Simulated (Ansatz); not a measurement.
# Mo (hcp type): how the settings move a single-point run

How sensitive is a single-point run of Mo (hcp type) to its settings? A reference run comes first, then one run with altered input.

Method: reference: DFT, LDA, all-electron LAPW, scalar-relativistic, in Ansatz 0.2.0.

## 1. The starting structure

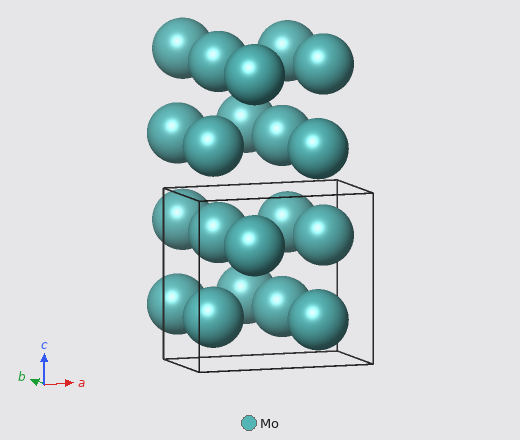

Start, viewed slightly off an axis; molybdenum teal. 1×2×2 cells are drawn. The cell drawn here is the conventional one.

Cell or atoms stand a little off a more symmetric structure (P-3m1 at a tolerance of 0.3 Å), so results at this geometry aren't those of that ideal crystal.

Structure file:

```xyz
2
Lattice="2.8252 0.0000 0.0000 -1.4126 2.4467 0.0000 0.0000 0.0000 4.5769" Properties=species:S:1:pos:R:3 pbc="T T T"
Mo    0.0706    1.6719    1.2586
Mo    1.3420    0.7748    3.3182
```

## 2. Reference

input.yaml

```yaml
crystal:
  lattice:
    - [2.8252342238, 0.0, 0.0]
    - [-1.4126171119, 2.4467246095, 0.0]
    - [0.0, 0.0, 4.5768794426]
  atoms:
    - { symbol: Mo, position: [0.3666666667, 0.6833333333, 0.275] }
    - { symbol: Mo, position: [0.6333333333, 0.3166666667, 0.725] }
kpoints:
  mp_grid: { grid: [12, 12, 7] }
scf:
  occupations: { method: fermi_dirac, width: 0.05 }
hamiltonian:
  xc: lda
  pseudopotentials: { kind: all_electron, lapw: { basis_error: 0.001 } }
output:
  forces: true
  stress: true
  eigenvalues: true
  populations: true
```

The run is started by

```console
$ ansatz run input.yaml --threads 1 --pin off --max-ram 2048MiB --backend cpu --events-out ev --progress --plain --runs-dir out
```

The main lines of its log:

```text
[...]
Basis set: ecut = 281.3204742740732 eV, 325 PW (Γ), exchange–correlation at level 2
[...]
k-points: 277 of 1008
[...]
SCF iter   1: F=—  HF=-220129.604931 eV  |F-HF|=—  |Δ(HF+E_count)|=         —  Δρ=5.86e-2  dr2=9.51e-1  ethr=1.58e-3  ⟨swp⟩=2.0  Hψ=61008  notcnv=0
preconditioner: auto → Kerker (q_TF=auto, 3.035 Å⁻¹)  [metal: Δε(μ)=0.000 eV  Ē_g=6.198 eV  σ=0.050 eV  W_gap=0.00  n_scr=22 (ndim 8)  ℏωp=22.9 eV  f_vac=0.000  D(μ)=3.51/eV (n_scr^D=42)]
SCF iter   2: F=—  HF=-220128.571861 eV  |F-HF|=—  |Δ(HF+E_count)|=    1.03e0  Δρ=2.70e-2  dr2=3.66e-1  ethr=1.58e-3  ⟨swp⟩=2.0  Hψ=31578  notcnv=0
[...]
SCF iter   8: F=—  HF=-220128.466129 eV  |F-HF|=—  |Δ(HF+E_count)|=   1.89e-6  Δρ=3.78e-5  dr2=3.07e-7  ethr=5.20e-9  ⟨swp⟩=2.9  Hψ=30653  notcnv=0
SCF iter   9: F=-220128.466129 eV  HF=-220128.466129 eV  |F-HF|=5.45e-8  |Δ(HF+E_count)|=   8.46e-8  Δρ=8.95e-6  dr2=5.47e-8  ethr=5.11e-10  ⟨swp⟩=2.0  Hψ=30117  notcnv=0
[...]
SCF converged after 9 iterations
Free energy (F): -220128.466129 eV
[...]
E sigma→0 (E₀):  -220128.451606 eV
[...]
Fermi energy:    22.441281 eV
[...]
  P = ⅓ Tr σ = -4.3363 GPa (-43.363 kbar)
[...]
```

Run time: 75 s. Hardware: 1 thread of Arm Neoverse V2, shared host; peak memory 0.81 GiB.

## 3. Variant: mp_grid.grid [4, 4, 2], xc_grid 3

input.yaml, as its differences from that of step 2:

```diff
@@ -9,3 +9,3 @@
 kpoints:
-  mp_grid: { grid: [12, 12, 7] }
+  mp_grid: { grid: [4, 4, 2] }
 scf:
@@ -20 +20,3 @@
   populations: true
+basis:
+  xc_grid: 3
```

The run is started by

```console
$ ansatz run input.yaml --threads 1 --pin off --max-ram 2048MiB --backend cpu --events-out ev --progress --plain --runs-dir out
```

What it wrote, cut to the lines that bear on the results:

```text
Mo: projections on atomic orbitals take those of the free atom 1s2 2s2 2p6 3s2 3p6 3d10 4s2 4p6 4d5 5s1, of charge +0.00 (hamiltonian.pseudopotentials.projection_atoms)
LAPW: plane waves up to 8.593 Å⁻¹, error target 1.0e-3 eV per atom; small_component_spin mean_spin; Mo in spheres of 1.291 Å, 30 of its electrons in bands, Dirac shells []
[...]
Pseudopotentials: kind: all_electron
Pseudopotential: Mo, LAPW, valence charge 30, Koelling and Harmon's equation, gaussian nucleus
Functional definition: SPW92
[...]
Crystal: 2 atoms, lattice volume = 31.638 Å³
Basis set: ecut = 281.3204742740732 eV, 325 PW (Γ), exchange–correlation at level 3
Bands: 36, of which v1, the nominal top of the filled ones, is band 30 counted from 1 (29 counted from 0)
Symmetry: 4 space group operations
Space group: C2/m (ITA 12), of the structure as read, at distance tolerance 3.2e-5 Å
k-points: 14 of 32
[...]
SCF iter   1: F=—  HF=-220129.645931 eV  |F-HF|=—  |Δ(HF+E_count)|=         —  Δρ=6.13e-2  dr2=9.91e-1  ethr=1.65e-3  ⟨swp⟩=2.0  Hψ=3080  notcnv=0
[...]
the basis was enlarged: its passes take 416.3 KiB over the memory plan, 1 of 1 planned eigensolver slots
[...]
SCF iter   9: F=-220128.427069 eV  HF=-220128.427069 eV  |F-HF|=5.69e-8  |Δ(HF+E_count)|=   1.27e-7  Δρ=1.01e-5  dr2=6.46e-8  ethr=5.54e-10  ⟨swp⟩=2.0  Hψ=1521  notcnv=0
[...]
SCF converged after 9 iterations
Free energy (F): -220128.427069 eV
[...]
E sigma→0 (E₀):  -220128.412762 eV
Entropy (-TS):   -0.028615 eV (-14.307 meV/atom)
Fermi energy:    22.413370 eV
[...]
--- Forces (eV/Å), atoms counted from 1 ---
  atom   1  Mo     0.44379468     0.25622498    -1.37957774
  atom   2  Mo    -0.44379468    -0.25622498     1.37957774
[...]
--- Stress (GPa, compression-positive) ---
        0.097928      -4.036080      -6.108825
       -4.036080       4.758392      -3.526932
       -6.108825      -3.526932      -6.676241
  P = ⅓ Tr σ = -0.6066 GPa (-6.066 kbar)
--- Band table (eV; the first three rows and the last of 14) ---
[...]
--- Löwdin populations: 2 sites ---
  site symbol       q [e]
     0     Mo     41.9528
     1     Mo     41.9528
  spilling = 0.001123 (of n_electrons = 84.000000)
```

It took 4.8 s on 1 thread of Arm Neoverse V2, shared host; peak memory 0.24 GiB.

Changing the k-point mesh and numerical grids moves the energy by +19.5 meV/atom, and the pressure goes from -4.3 to -0.6 GPa and the largest force goes from 1.65 to 1.47 eV/Å. The mesh and an integration grid changed together, so this run can't say which moved the energy. Cost: 4.8 s against 75 s. These settings are too coarse to quote as the system's properties.

## 4. Comparison

```csv
run,ending,energy change,pressure (GPa),gap (eV),force (eV/Å),cycles,time
reference,converged,0,-4.3,0.00,1.65,9,75 s
"1: mp_grid.grid [4, 4, 2], xc_grid 3",converged,+19.5 meV/atom,-0.6,0.00,1.47,9,4.8 s
```

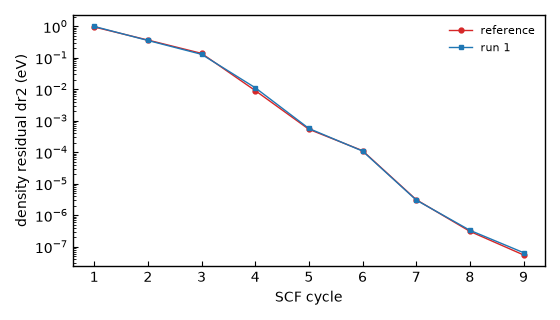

Residual by cycle in the longest SCF loop of each run; runs are numbered as in the table.

What this shows: Changing the k-point mesh and numerical grids moves the energy by +19.5 meV/atom, and the pressure goes from -4.3 to -0.6 GPa and the largest force goes from 1.65 to 1.47 eV/Å. The mesh and an integration grid changed together, so this run can't say which moved the energy. Cost: 4.8 s against 75 s.
